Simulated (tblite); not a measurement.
**Run report: C4H10AlCl, geometry relaxation**

System: C4H10AlCl (aluminum, chlorodiethyl-).
Method: GFN2-xTB geometry optimisation, gas phase (tblite 0.8.0).

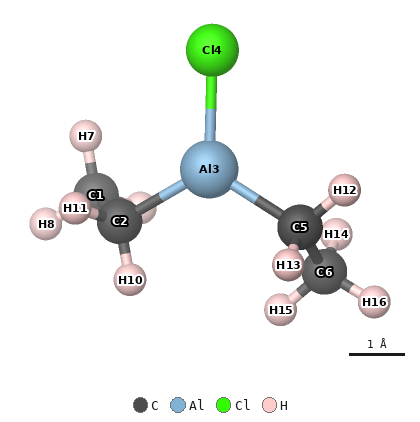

*The structure as given in the input (ball-and-stick view, seen at a tilt; atoms are numbered from 1 in the order of the input). Sticks mark near contacts.*

Bond lengths as drawn: Al–C 1.99 to 2.01 Å, Al–Cl 2.19 Å, C–C 1.53 to 1.55 Å and C–H 1.09 to 1.12 Å.

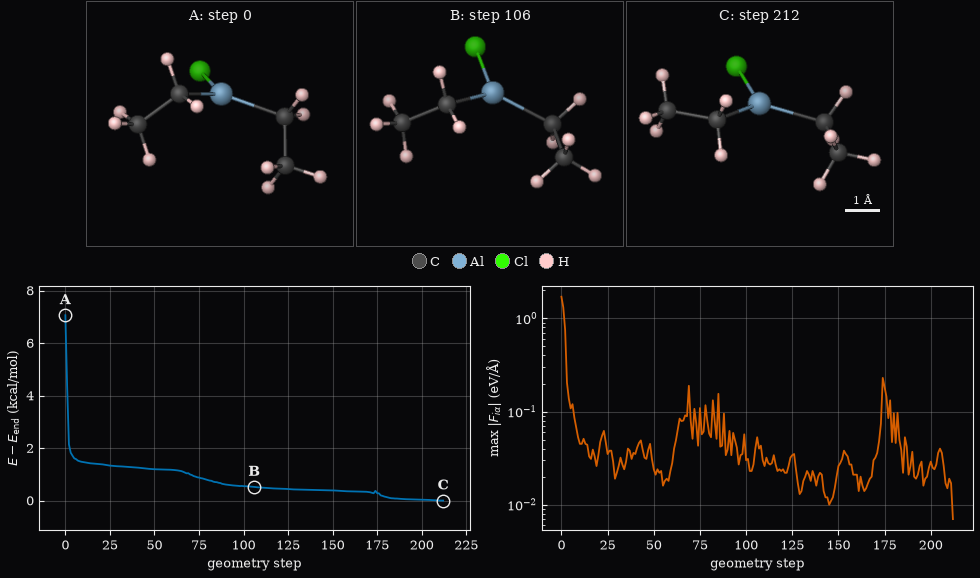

*Frames of the relaxation (ball-and-stick view, seen at a tilt) above the curves, on which the letters mark them (steps are counted from 0).*

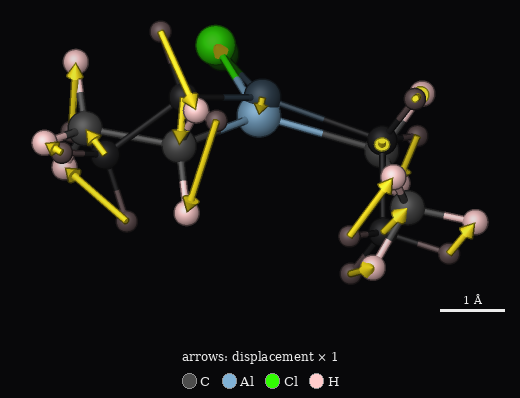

*Start (faint) and end (solid) with the displacements as yellow arrows, at true length (ball-and-stick view, seen at a tilt). The two geometries are laid on each other by the best rigid fit.*

After 212 geometry steps the energy has fallen by 7.06 kcal/mol. The largest force component goes from 1.7 to 0.007 eV/Å. H10 moves most after the best rigid fit: 1.68 Å. Largest moves by element: H 1.68 Å, C 0.77 Å, Cl 0.40 Å, Al 0.29 Å. Among the contacts that change: Al3–Cl4 2.189 → 2.035 Å, C2–Al3 1.987 → 2.015 Å, C1–H9 1.116 → 1.090 Å, C6–H14 1.111 → 1.088 Å. Among the angles that change: H10–C2–H11 110.8° → 104.6°, H12–C5–H13 108.2° → 104.4°, Al3–C5–C6 111.5° → 114.6°. (Atoms are counted from 1 in the order of the input.)

The input and output of the run follow.

**The input**
```
{"job": {"kind": "relax", "xc": "GFN2-xTB", "basis": "xTB"}, "charge": 0, "multiplicity": 1}
C      2.302300    -0.870900     0.283200
C      1.594900     0.383600    -0.297200
Al    -0.002000     0.847200     0.789700
Cl     0.157700     1.334900     2.918000
C     -1.818200     0.838800    -0.080800
C     -2.149300    -0.531800    -0.674000
H      2.608900    -0.680100     1.325400
H      3.193000    -1.096400    -0.317100
H      1.601400    -1.739000     0.257300
H      1.289700     0.184500    -1.319400
H      2.304300     1.228000    -0.258400
H     -2.589700     1.116600     0.660600
H     -1.826800     1.599000    -0.890500
H     -2.143900    -1.294200     0.134000
H     -1.392200    -0.799400    -1.429200
H     -3.145300    -0.502900    -1.124500
```

The first line tells a small driver script what to run in tblite; the rest is the geometry in Å.

Launch command:
```bash
OMP_NUM_THREADS=1 python <driver script> task.json out
```

**What the program printed**
```
step      E/eV     max force
  0    -525.36358    1.797
  1    -525.48110    1.354
  2    -525.57680    0.767
  3    -525.59054    0.249
  4    -525.59550    0.144
  5    -525.59992    0.133
  6    -525.60121    0.130
  7    -525.60363    0.102
  8    -525.60474    0.078
  9    -525.60555    0.060
 10    -525.60606    0.047
 11    -525.60663    0.053
 12    -525.60718    0.056
 13    -525.60770    0.060
 14    -525.60809    0.052
 15    -525.60838    0.034
 16    -525.60864    0.036
 17    -525.60891    0.040
 18    -525.60915    0.038
 19    -525.60937    0.034
 20    -525.60960    0.041
 21    -525.60994    0.055
 22    -525.61046    0.063
 23    -525.61108    0.073
 24    -525.61157    0.050
 25    -525.61189    0.044
 26    -525.61216    0.041
 27    -525.61248    0.047
 28    -525.61276    0.039
 29    -525.61292    0.026
 30    -525.61303    0.027
 31    -525.61317    0.035
 32    -525.61336    0.043
 33    -525.61357    0.035
 34    -525.61375    0.029
 35    -525.61391    0.032
 36    -525.61410    0.044
 37    -525.61436    0.041
 38    -525.61463    0.038
 39    -525.61487    0.040
 40    -525.61508    0.037
 41    -525.61534    0.054
 42    -525.61568    0.058
 43    -525.61609    0.050
 44    -525.61648    0.043
 45    -525.61679    0.044
 46    -525.61703    0.039
 47    -525.61726    0.039
 48    -525.61751    0.045
 49    -525.61774    0.035
 50    -525.61791    0.031
 51    -525.61803    0.026
 52    -525.61811    0.025
 53    -525.61820    0.023
 54    -525.61831    0.028
 55    -525.61841    0.020
 56    -525.61848    0.023
 57    -525.61854    0.023
 58    -525.61861    0.022
 59    -525.61872    0.028
 60    -525.61891    0.029
 61    -525.61917    0.049
 62    -525.61948    0.066
 63    -525.61984    0.071
 64    -525.62032    0.086
 65    -525.62089    0.088
 66    -525.62193    0.112
 67    -525.62334    0.110
 68    -525.62465    0.113
 69    -525.62442    0.202
 70    -525.62655    0.090
 71    -525.62750    0.062
 72    -525.62921    0.131
 73    -525.63003    0.100
 74    -525.63117    0.057
 75    -525.63165    0.135
 76    -525.63258    0.072
 77    -525.63311    0.068
 78    -525.63405    0.139
 79    -525.63484    0.080
 80    -525.63581    0.063
 81    -525.63664    0.065
 82    -525.63699    0.157
 83    -525.63836    0.082
 84    -525.63908    0.059
 85    -525.63928    0.170
 86    -525.64024    0.049
 87    -525.64071    0.049
 88    -525.64203    0.096
 89    -525.64265    0.042
 90    -525.64315    0.040
 91    -525.64354    0.073
 92    -525.64396    0.045
 93    -525.64419    0.066
 94    -525.64462    0.050
 95    -525.64481    0.051
 96    -525.64509    0.032
 97    -525.64536    0.036
 98    -525.64566    0.040
 99    -525.64548    0.063
100    -525.64586    0.042
101    -525.64594    0.042
102    -525.64610    0.032
103    -525.64632    0.024
104    -525.64648    0.030
105    -525.64675    0.051
106    -525.64709    0.060
107    -525.64747    0.047
108    -525.64778    0.043
109    -525.64800    0.033
110    -525.64822    0.030
111    -525.64852    0.040
112    -525.64879    0.034
113    -525.64899    0.032
114    -525.64916    0.033
115    -525.64933    0.038
116    -525.64949    0.033
117    -525.64963    0.027
118    -525.64973    0.027
119    -525.64982    0.026
120    -525.64993    0.034
121    -525.65004    0.027
122    -525.65015    0.023
123    -525.65026    0.031
124    -525.65040    0.039
125    -525.65062    0.041
126    -525.65089    0.041
127    -525.65110    0.028
128    -525.65122    0.019
129    -525.65129    0.018
130    -525.65135    0.016
131    -525.65142    0.022
132    -525.65150    0.025
133    -525.65158    0.027
134    -525.65166    0.022
135    -525.65174    0.024
136    -525.65185    0.026
137    -525.65195    0.023
138    -525.65205    0.019
139    -525.65212    0.023
140    -525.65218    0.023
141    -525.65225    0.022
142    -525.65231    0.017
143    -525.65235    0.013
144    -525.65238    0.012
145    -525.65241    0.013
146    -525.65245    0.013
147    -525.65250    0.015
148    -525.65256    0.017
149    -525.65266    0.029
150    -525.65280    0.041
151    -525.65299    0.037
152    -525.65320    0.031
153    -525.65340    0.043
154    -525.65359    0.042
155    -525.65379    0.051
156    -525.65401    0.034
157    -525.65418    0.030
158    -525.65430    0.023
159    -525.65440    0.028
160    -525.65446    0.023
161    -525.65452    0.019
162    -525.65457    0.023
163    -525.65464    0.019
164    -525.65469    0.017
165    -525.65473    0.016
166    -525.65477    0.019
167    -525.65483    0.023
168    -525.65493    0.025
169    -525.65512    0.033
170    -525.65542    0.036
171    -525.65589    0.048
172    -525.65667    0.059
173    -525.65758    0.101
174    -525.65361    0.252
175    -525.65741    0.248
176    -525.65776    0.159
177    -525.66113    0.101
178    -525.66190    0.138
179    -525.66302    0.050
180    -525.66369    0.097
181    -525.66457    0.059
182    -525.66527    0.103
183    -525.66582    0.061
184    -525.66594    0.058
185    -525.66629    0.024
186    -525.66629    0.076
187    -525.66661    0.056
188    -525.66680    0.027
189    -525.66705    0.032
190    -525.66727    0.050
191    -525.66738    0.022
192    -525.66746    0.022
193    -525.66757    0.025
194    -525.66765    0.034
195    -525.66776    0.037
196    -525.66784    0.020
197    -525.66791    0.020
198    -525.66796    0.021
199    -525.66803    0.031
200    -525.66811    0.036
201    -525.66820    0.032
202    -525.66830    0.032
203    -525.66842    0.033
204    -525.66858    0.039
205    -525.66877    0.046
206    -525.66903    0.045
207    -525.66928    0.031
208    -525.66944    0.019
209    -525.66952    0.017
210    -525.66957    0.023
211    -525.66962    0.020
212    -525.66965    0.010
```

**Trajectory as extended XYZ (Å, eV, eV/Å), 7 of the 213 frames kept, from step=0 to step=212**
```
16
Properties=species:S:1:pos:R:3:forces:R:3 step=0 energy=-525.36358
C     2.3023   -0.8709    0.2832   -0.2580  -0.0570  -0.1150
C     1.5949    0.3836   -0.2972    0.1580  -0.1570   0.7990
Al   -0.0020    0.8472    0.7897   -0.2460   0.4920   1.7110
Cl    0.1577    1.3349    2.9180   -0.0900  -0.3930  -1.6790
C    -1.8182    0.8388   -0.0808    0.3110   0.4060   0.2510
C    -2.1493   -0.5318   -0.6740    0.0740  -0.2920   0.2030
H     2.6089   -0.6801    1.3254   -0.1420  -0.2050  -0.4170
H     3.1930   -1.0964   -0.3171   -0.1910  -0.1220   0.2440
H     1.6014   -1.7390    0.2573    0.6420   0.5530   0.0830
H     1.2897    0.1845   -1.3194    0.1880   0.1190  -0.3280
H     2.3043    1.2280   -0.2584    0.0000  -0.2260  -0.3570
H    -2.5897    1.1166    0.6606    0.0560   0.0500  -0.2880
H    -1.8268    1.5990   -0.8905   -0.2360  -0.2460   0.3000
H    -2.1439   -1.2942    0.1340   -0.0110   0.3320  -0.6000
H    -1.3922   -0.7994   -1.4292   -0.4430  -0.0500   0.2820
H    -3.1453   -0.5029   -1.1245    0.1900  -0.2050  -0.0880
16
Properties=species:S:1:pos:R:3:forces:R:3 step=35 energy=-525.61391
C     2.3334   -0.8777    0.2944    0.0140  -0.0010  -0.0040
C     1.6079    0.3595   -0.2641   -0.0120   0.0070   0.0050
Al   -0.0242    0.8775    0.7925    0.0110   0.0110   0.0200
Cl    0.1980    1.3828    2.7503    0.0090   0.0120   0.0080
C    -1.8549    0.8478   -0.0345    0.0080  -0.0020   0.0050
C    -2.1764   -0.5113   -0.6778   -0.0050  -0.0090  -0.0100
H     2.6180   -0.7160    1.3337   -0.0190  -0.0160   0.0150
H     3.2388   -1.0904   -0.2738    0.0290   0.0010  -0.0130
H     1.6944   -1.7585    0.2520   -0.0130   0.0090   0.0120
H     1.3589    0.1815   -1.3174    0.0070  -0.0080   0.0000
H     2.3301    1.1899   -0.2686   -0.0070   0.0020  -0.0200
H    -2.6254    1.0812    0.7150   -0.0090  -0.0010  -0.0080
H    -1.9551    1.6205   -0.8090   -0.0050   0.0040   0.0080
H    -2.2252   -1.2901    0.0816    0.0100  -0.0180  -0.0090
H    -1.4034   -0.7886   -1.3924    0.0040  -0.0130  -0.0090
H    -3.1302   -0.4902   -1.2046   -0.0220   0.0220   0.0010
16
Properties=species:S:1:pos:R:3:forces:R:3 step=71 energy=-525.62750
C     2.3787   -0.8916    0.3808   -0.0090   0.0140   0.0050
C     1.6097    0.2648   -0.2851   -0.0150  -0.0010   0.0110
Al   -0.0012    0.8840    0.7516    0.0070   0.0190   0.0240
Cl    0.3002    1.6884    2.5986    0.0060  -0.0110  -0.0190
C    -1.8849    0.7795    0.0588   -0.0380   0.0040  -0.0300
C    -2.2077   -0.4527   -0.7994   -0.0170   0.0020   0.0080
H     2.6048   -0.6492    1.4199    0.0270  -0.0120  -0.0190
H     3.3177   -1.0841   -0.1402   -0.0130  -0.0140   0.0290
H     1.7903   -1.8083    0.3730   -0.0040   0.0260  -0.0040
H     1.3480   -0.0245   -1.3096    0.0210  -0.0080  -0.0080
H     2.3108    1.1086   -0.3853   -0.0220  -0.0060  -0.0160
H    -2.5882    0.8164    0.9056    0.0220   0.0050   0.0000
H    -2.1215    1.6703   -0.5431    0.0310   0.0150   0.0510
H    -2.1115   -1.3678   -0.2167    0.0130   0.0160  -0.0270
H    -1.5335   -0.5211   -1.6509    0.0190  -0.0080   0.0170
H    -3.2268   -0.3950   -1.1807   -0.0270  -0.0420  -0.0220
16
Properties=species:S:1:pos:R:3:forces:R:3 step=106 energy=-525.64709
C     2.3988   -0.8671    0.5684   -0.0020   0.0000  -0.0180
C     1.5623    0.0616   -0.3320    0.0080   0.0230  -0.0160
Al    0.0178    0.9033    0.6490    0.0030   0.0050   0.0210
Cl    0.4783    2.0788    2.2479   -0.0100  -0.0080  -0.0110
C    -1.9253    0.6266    0.2139    0.0380  -0.0060  -0.0320
C    -2.2042   -0.2377   -1.0224    0.0120  -0.0100  -0.0130
H     2.6984   -0.3521    1.4804    0.0160   0.0320   0.0080
H     3.3002   -1.2043    0.0566    0.0110   0.0040  -0.0080
H     1.8272   -1.7454    0.8596   -0.0400  -0.0340  -0.0020
H     1.2571   -0.4890   -1.2300    0.0020  -0.0050   0.0330
H     2.2318    0.8599   -0.6902   -0.0130  -0.0090  -0.0090
H    -2.4131    0.1608    1.0816   -0.0260  -0.0130   0.0530
H    -2.4327    1.5949    0.0993   -0.0060   0.0290  -0.0010
H    -1.6864   -1.1919   -0.9439   -0.0190  -0.0220  -0.0100
H    -1.8541    0.2545   -1.9278    0.0090   0.0080   0.0100
H    -3.2713   -0.4350   -1.1331    0.0180   0.0040  -0.0050
16
Properties=species:S:1:pos:R:3:forces:R:3 step=141 energy=-525.65225
C     2.3941   -0.8444    0.5410    0.0010  -0.0080  -0.0010
C     1.5258    0.0800   -0.3330    0.0140  -0.0070  -0.0040
Al    0.0044    0.8899    0.7048    0.0020   0.0100   0.0170
Cl    0.4658    1.9947    2.3512   -0.0090  -0.0040  -0.0010
C    -1.9278    0.6288    0.2217   -0.0130   0.0090  -0.0160
C    -2.1553   -0.2548   -1.0126   -0.0020  -0.0030   0.0000
H     2.7640   -0.3096    1.4163   -0.0060  -0.0050  -0.0110
H     3.2532   -1.2231   -0.0143   -0.0030   0.0210   0.0000
H     1.8154   -1.6980    0.8918    0.0040   0.0010   0.0040
H     1.1743   -0.4826   -1.2059    0.0050  -0.0110   0.0050
H     2.1798    0.8684   -0.7351   -0.0050  -0.0060  -0.0040
H    -2.4760    0.1983    1.0728   -0.0010   0.0040   0.0050
H    -2.4045    1.6064    0.0524    0.0070  -0.0070   0.0050
H    -1.7447   -1.2507   -0.8526   -0.0030   0.0170  -0.0100
H    -1.6656    0.1714   -1.8866    0.0020  -0.0080   0.0080
H    -3.2182   -0.3566   -1.2349    0.0070  -0.0010   0.0040
16
Properties=species:S:1:pos:R:3:forces:R:3 step=177 energy=-525.66113
C     2.5469   -0.7086    0.5726   -0.0210  -0.0030  -0.0800
C     1.4090   -0.1482   -0.3013    0.0760  -0.0110  -0.0120
Al   -0.0499    0.7133    0.7920   -0.0160  -0.0330  -0.0270
Cl    0.4668    1.6652    2.5129   -0.0090   0.0180   0.0230
C    -1.9771    0.6435    0.2223    0.0070   0.0030   0.0500
C    -2.1655   -0.1230   -1.0929   -0.0050   0.0410  -0.0140
H     2.9157    0.0495    1.2593    0.0260   0.0850   0.0480
H     3.3856   -1.0444   -0.0374   -0.0010  -0.0130  -0.0240
H     2.2031   -1.5511    1.1686   -0.0500  -0.0330   0.0100
H     1.0128   -0.9507   -0.9356    0.0110   0.0060   0.0180
H     1.8522    0.5739   -1.0054   -0.0480  -0.0190   0.0510
H    -2.6095    0.1880    1.0004    0.0420  -0.0010  -0.0280
H    -2.3812    1.6590    0.1019    0.0120   0.0200   0.0030
H    -1.8142   -1.1466   -0.9966    0.0140  -0.0640   0.0120
H    -1.5975    0.3481   -1.8926    0.0190   0.0010  -0.0210
H    -3.2123   -0.1500   -1.3911   -0.0570   0.0030  -0.0090
16
Properties=species:S:1:pos:R:3:forces:R:3 step=212 energy=-525.66965
C     2.6733   -0.5625    0.5565   -0.0010   0.0020   0.0000
C     1.3829   -0.3151   -0.2408   -0.0070  -0.0020   0.0010
Al   -0.0843    0.5177    0.8609   -0.0010   0.0010  -0.0050
Cl    0.3386    1.2872    2.6962    0.0040  -0.0010   0.0040
C    -1.9759    0.6427    0.1971   -0.0060   0.0050   0.0010
C    -2.2243   -0.0357   -1.1567    0.0040  -0.0040   0.0010
H     3.0394    0.3646    0.9978   -0.0050  -0.0060  -0.0060
H     3.4583   -0.9684   -0.0824    0.0050   0.0010   0.0050
H     2.4961   -1.2676    1.3681   -0.0020   0.0040  -0.0030
H     1.0454   -1.2626   -0.6801    0.0010   0.0000   0.0000
H     1.6217    0.3210   -1.1043    0.0020  -0.0010   0.0020
H    -2.6682    0.2215    0.9416    0.0020   0.0000  -0.0040
H    -2.2669    1.7015    0.1211    0.0030   0.0000   0.0020
H    -2.0384   -1.1060   -1.0901   -0.0010   0.0030  -0.0020
H    -1.5604    0.3685   -1.9190    0.0000   0.0020   0.0060
H    -3.2526    0.1111   -1.4887    0.0010  -0.0050  -0.0010
```

**Key numbers**

| quantity | value |
| --- | --- |
| outcome | converged |
| total energy | −525.6696 eV |
| hardware | 1 CPU thread, shared host |
| wall time | 2.4 s |
| peak memory | 0.19 GiB |
